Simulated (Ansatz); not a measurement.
Zn (hcp, Mg type)

```yaml
crystal:
  lattice:
    - [2.64671, 0.00000, 0.00000]
    - [-1.32336, 2.29212, 0.00000]
    - [0.00000, 0.00000, 4.67807]
  atoms:
    - { symbol: Zn, position: [0.33333, 0.66667, 0.75000] }
    - { symbol: Zn, position: [0.66667, 0.33333, 0.25000] }
```

Equation-of-state scan: isotropic scaling of the cell above, V₀ being its volume. Symmetry pins the atoms to their sites.

Level of theory: r2SCAN (plane waves to 500 eV, PAW, scalar-relativistic; Ansatz, a first-principles code). k mesh 20×20×10 (Γ-centred), Fermi-Dirac smearing 0.05 eV. Energies are smeared free energies. With the shape held, the modulus is that of even scaling; a crystal free to change shape is softer. The PAW data are Ansatz's earlier set. Zn was relaxed with its symmetry unable to fall. ΔE is measured from the relaxed starting cell.

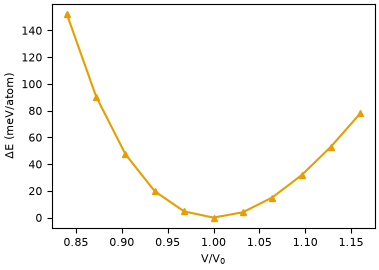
ΔE (meV/atom) against V/V₀; computed points joined by lines.

Question: What is ΔE at V/V₀ = 1.160?

Answer: About 78 meV/atom.

Question: What is ΔE at V/V₀ = 0.840?

Answer: About 150 meV/atom.

Question: What bulk modulus at fixed cell shape B₀ follows from a third-order Birch-Murnaghan fit?

Answer: About 94 GPa.

(Under strain, the slope of the energy per volume gives the stress and its curvature an elastic modulus.)
